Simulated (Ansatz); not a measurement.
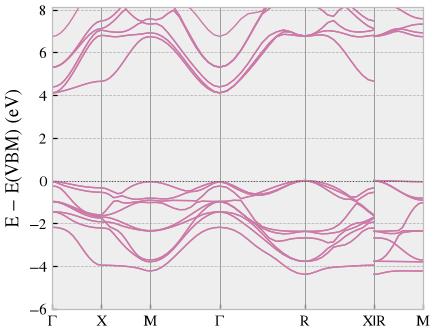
Figure. Band structure from the program Ansatz at the r²SCAN with spin–orbit coupling level (PAW)

Read off the gap and where the band edges lie.

About 4.1 eV (4.10 eV by a search for the band edges); maximum at R, minimum at Γ.

The material is BaHfO3 (cubic perovskite, Pm-3m).

Symmetry was held in the r²SCAN relaxation; phonons on a q-mesh show no instability. The run is not spin-polarised.

Potentials: the later of the program's two PAW sets.
